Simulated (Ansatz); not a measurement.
**C5H13Cl2NOZr: density, localisation and related maps**

Input file:

```
crystal:
  periodic: [false, false, false]
  atoms:
    - {symbol: C, position_ang: [2.179528, -1.623701, -2.296015]}
    - {symbol: O, position_ang: [0.940495, -1.002575, -2.154727]}
    - {symbol: Zr, position_ang: [-0.760154, -0.190864, -2.122016]}
    - {symbol: Cl, position_ang: [-2.465285, -1.740994, -2.691916]}
    - {symbol: Cl, position_ang: [-0.850002, 1.680392, -3.579604]}
    - {symbol: N, position_ang: [-1.112555, 0.459700, -0.261057]}
    - {symbol: C, position_ang: [-0.496274, 0.509856, 1.063158]}
    - {symbol: C, position_ang: [-1.389960, -0.223641, 2.061385]}
    - {symbol: C, position_ang: [-0.331938, 1.968398, 1.486248]}
    - {symbol: C, position_ang: [0.867193, -0.163498, 1.005318]}
    - {symbol: H, position_ang: [2.049723, -2.651482, -2.646518]}
    - {symbol: H, position_ang: [2.696947, -1.642515, -1.331826]}
    - {symbol: H, position_ang: [2.795994, -1.078569, -3.016314]}
    - {symbol: H, position_ang: [-2.028465, 0.908500, -0.217544]}
    - {symbol: H, position_ang: [-2.378483, 0.241487, 2.110407]}
    - {symbol: H, position_ang: [-1.520391, -1.265983, 1.763454]}
    - {symbol: H, position_ang: [-0.957208, -0.198607, 3.064736]}
    - {symbol: H, position_ang: [0.122831, 2.038675, 2.477649]}
    - {symbol: H, position_ang: [-1.302013, 2.471673, 1.525291]}
    - {symbol: H, position_ang: [0.299073, 2.504026, 0.774081]}
    - {symbol: H, position_ang: [0.774147, -1.209325, 0.702194]}
    - {symbol: H, position_ang: [1.342146, -0.135880, 1.987876]}
    - {symbol: H, position_ang: [1.524632, 0.344927, 0.295752]}
basis:
  gaussian: {orbitals: def2-TZVPP}
hamiltonian: {xc: pbe0, dispersion: d4}
output: {orbitals: {seedname: orbitals}}
```

Launched as:

```sh
ansatz run in.yaml --threads 4 --pin off --events-out ev --progress --plain --max-ram 66560MiB --backend cuda --devices 0, --max-vram 37GiB
```

Geometry: PBE0-D4/def2-TZVP; core potentials replace the inner electrons of Zr.

Computed with RKS PBE0-D4/def2-TZVPP (Ansatz 0.2.0).

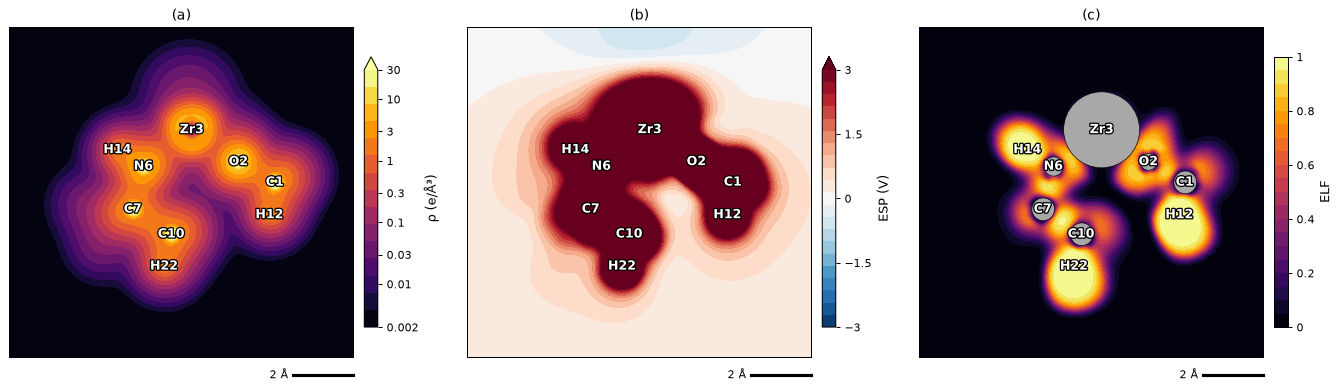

Figure 1. (a) electron density; (b) electrostatic potential; (c) ELF on the plane of atoms O2, C1 and H12. Grey discs cover the atomic cores in the ELF map.

### Describe what can be read from this map.

- The plane passes through C, O, Zr, N and H nuclei.
- C–O (1.39 Å): the density is about 2.1 e/Å³ at the midpoint, with its minimum of 1.8 e/Å³ about 0.5 Å from C; the ELF peaks at about 0.85 between the atoms: a shared but strongly polarised pair.
- C–N (1.46 Å): ρ at the midpoint is about 1.9 e/Å³; the ELF peaks at about 0.90 between the atoms (a covalent bond).
- C–C (1.52 Å): the density is about 1.7 e/Å³ at the midpoint; the ELF peaks at about 0.95 between the atoms; localised, covalent bonding.
- Zr–O (1.88 Å): the density is about 0.99 e/Å³ at the midpoint; the ELF peaks at about 0.75 in the valence shell of O, 0.5 Å from its nucleus, and drops to about 0.25 between the two atoms.
- Zr–N (2.00 Å): the density is about 0.91 e/Å³ at the midpoint; the ELF peaks at about 0.90 in the valence shell of N, 0.6 Å from its nucleus, and drops to about 0.30 between the two atoms.
- Outside the dense part of the molecule the potential is most negative (−0.6 V) near Cl5, which lies off the plane.

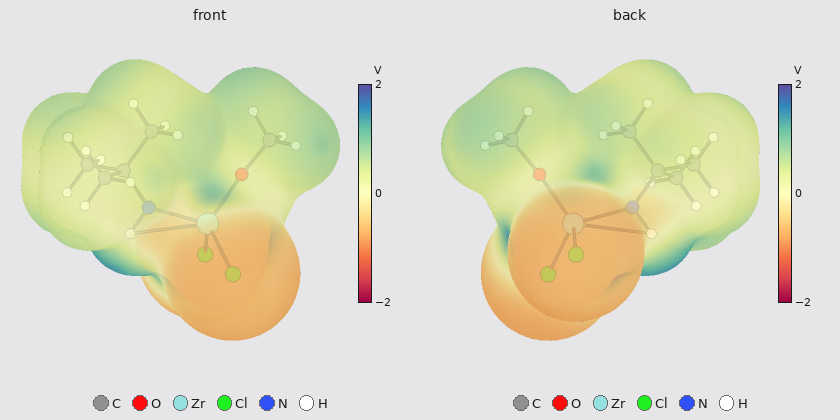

Figure 2. The electrostatic potential painted on the density surface at 0.001 e/bohr³, seen from the front and from behind; red is negative and blue positive.

### Where is the surface potential most negative and most positive?

The most negative region (about −0.8 V) lies over Cl4 and Cl5, the most positive (about +1.5 V) over Zr3.

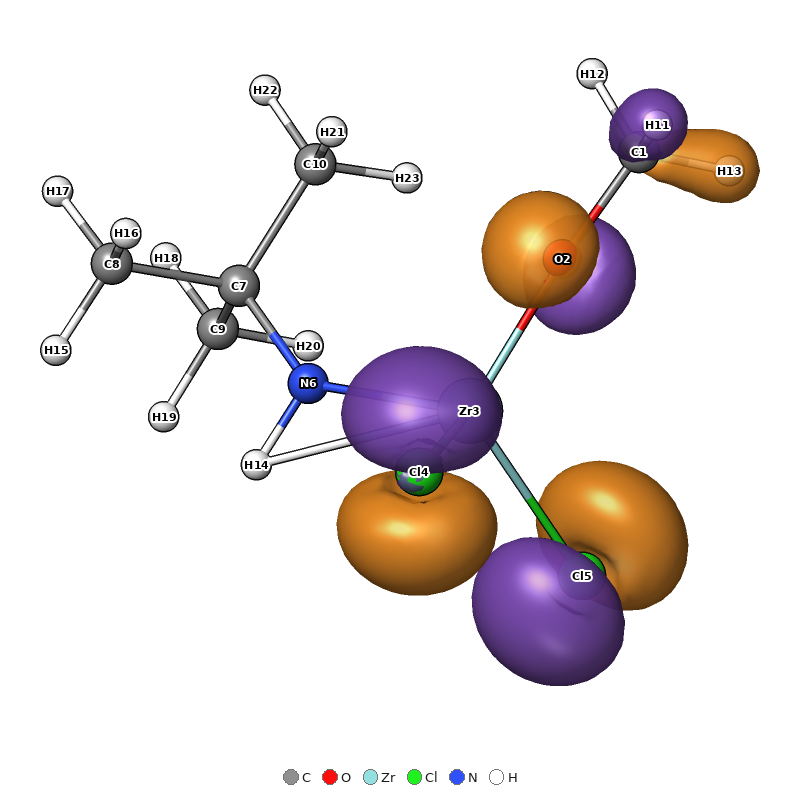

Figure 3. The HOMO−1 at ±0.15 Å⁻³ᐟ² (orange and purple are the two phases), seen at an oblique angle.

### Describe this orbital and give its energy.

By Hirshfeld shares it lies mainly on Cl4 (about 35 %), Cl5 (about 35 %) and O2 (about 15 %); largely a combination of lone pairs on Cl4, Cl5 and O2. Its energy is −8.62 eV.
